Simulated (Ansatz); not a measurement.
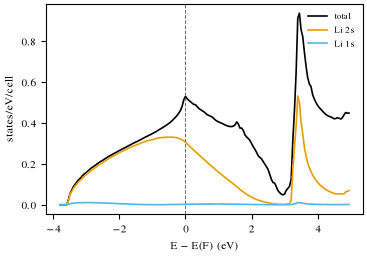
Fig. 1. Total and projected density of states of Li (fcc (Cu type), Fm-3m), LDA in the plane-wave PAW code Ansatz

Task: Which orbitals carry the states next to the Fermi level?

Result: Within 0.5 eV of the Fermi level: Li 2s 63 %, outside the projected shells 36 %. Projections are on Löwdin-orthogonalised atomic valence shells; empty p or d shells of many metals are not among them.

The workflow started from a Materials Project entry (that database holds measured and hypothetical structures alike); the Crystallography Open Database files this formula in space group No. 225, but the cells were not matched. It is not the phase usual at ambient conditions (space group No. 229). The LDA relaxation kept the symmetry of its start; phonons on a q-mesh show no instability.

Potentials: the later of the program's two PAW sets.
